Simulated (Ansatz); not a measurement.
**CH₅BrGe (SMILES [GeH3][CH2]Br): density, localisation and related maps**

Input file:

```
crystal:
  periodic: [false, false, false]
  atoms:
    - {symbol: Ge, position_ang: [-0.568749, 0.625859, -0.492719]}
    - {symbol: C, position_ang: [0.499424, -0.563269, 0.646663]}
    - {symbol: Br, position_ang: [1.687275, -1.657766, -0.430982]}
    - {symbol: H, position_ang: [-1.405459, -0.224764, -1.456328]}
    - {symbol: H, position_ang: [0.374711, 1.547250, -1.275786]}
    - {symbol: H, position_ang: [-1.495864, 1.465840, 0.405725]}
    - {symbol: H, position_ang: [1.129058, -0.002446, 1.334227]}
    - {symbol: H, position_ang: [-0.128196, -1.247805, 1.213401]}
basis:
  gaussian: {orbitals: def2-TZVPP}
hamiltonian: {xc: pbe0, dispersion: d4}
output: {orbitals: {seedname: orbitals}}
```

Run with:

```sh
ansatz run in.yaml --threads 4 --pin off --events-out ev --progress --plain --max-ram 10444MiB
```

Geometry: PBE0-D4/def2-TZVP.

All numbers below come from RKS PBE0-D4/def2-TZVPP in Ansatz.

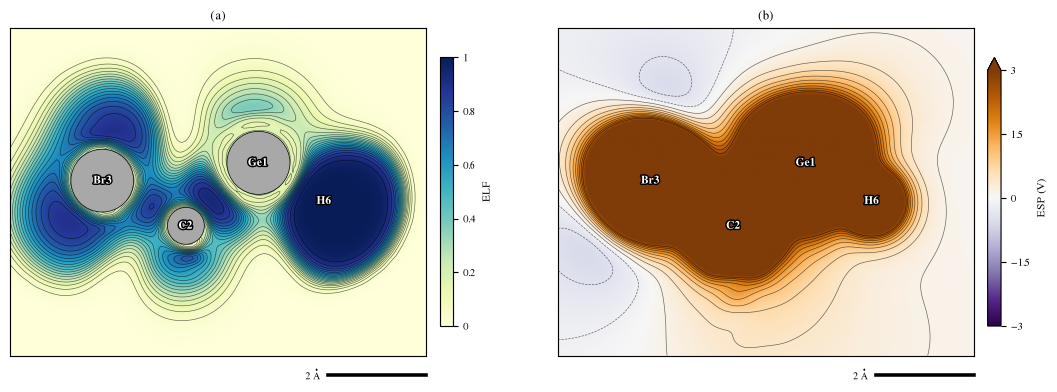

Figure 1. (a) ELF; (b) electrostatic potential on the plane of atoms Ge1, C2 and Br3. Grey discs cover the atomic cores in the ELF map.

What do the fields say about this system?

- The section cuts through Ge, C, Br and H sites.
- C–Br (1.94 Å): the ELF peaks at about 0.85 between the atoms, as expected for a shared electron pair.
- C–Ge (1.96 Å): the ELF peaks at about 0.95 in the valence shell of C, 0.7 Å from its nucleus, and is about 0.70 at the midpoint.
- Ge–H (1.54 Å): the ELF climbs to about 1 towards the hydrogen.
- The ELF also peaks beside Br3, away from the bonds: lone-pair regions.
- Outside the dense part of the molecule the potential is most negative (−0.6 V) near Br3.

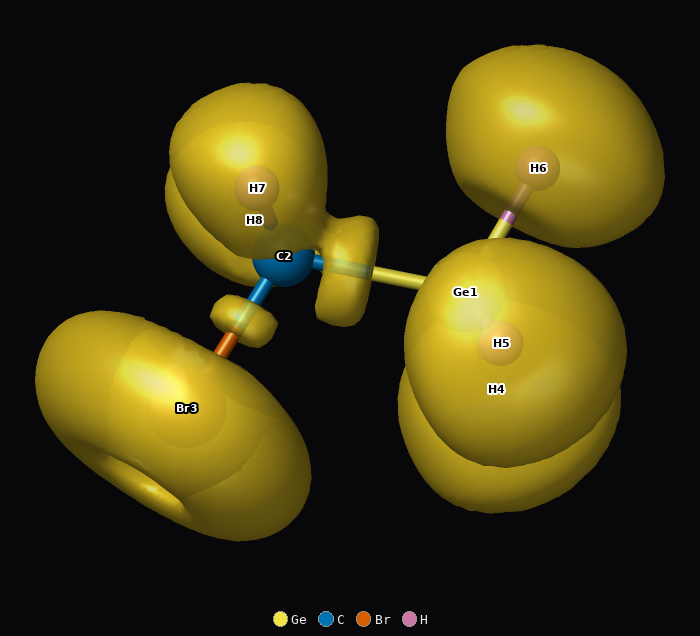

Figure 2. Isosurface of the electron localisation function at 0.75 (yellow), seen at a tilt. Core shells and regions of very low density are left out.

Identify the bonds, lone pairs and shells in this picture.

The surface consists of one region between bonded Br–C atoms (shared pairs), three regions around hydrogen nuclei, one ring or bowl of non-bonding electrons around Br and one joined region spread over several atoms (C, H), in which their bonds and any lone pairs are merged.

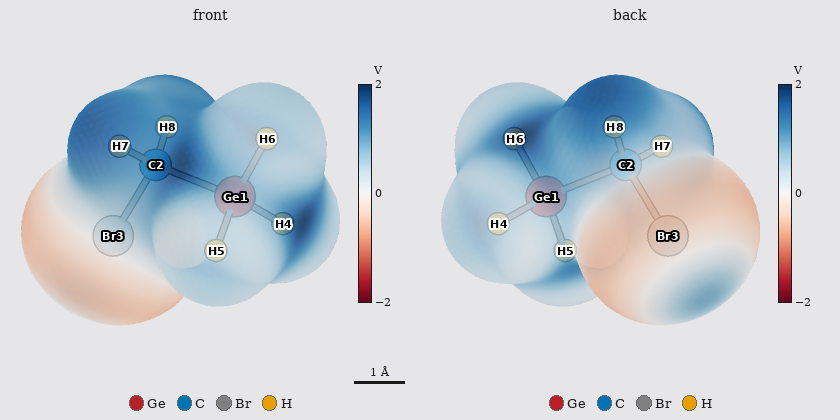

Figure 3. The electrostatic potential painted on the density surface at 0.004 e/bohr³, seen from the front and from behind; red is negative and blue positive.

Where is the surface potential most negative and most positive?

The most negative region (about −0.6 V, or −14 kcal/mol for a unit charge) lies over Br3, the most positive (about +1.9 V, or +44 kcal/mol for a unit charge) over Ge1. Br3 shows a σ-hole: about +1.0 V, or +23 kcal/mol for a unit charge at the tip opposite its bond, against about −0.5 V, or −12 kcal/mol for a unit charge on its flanks.
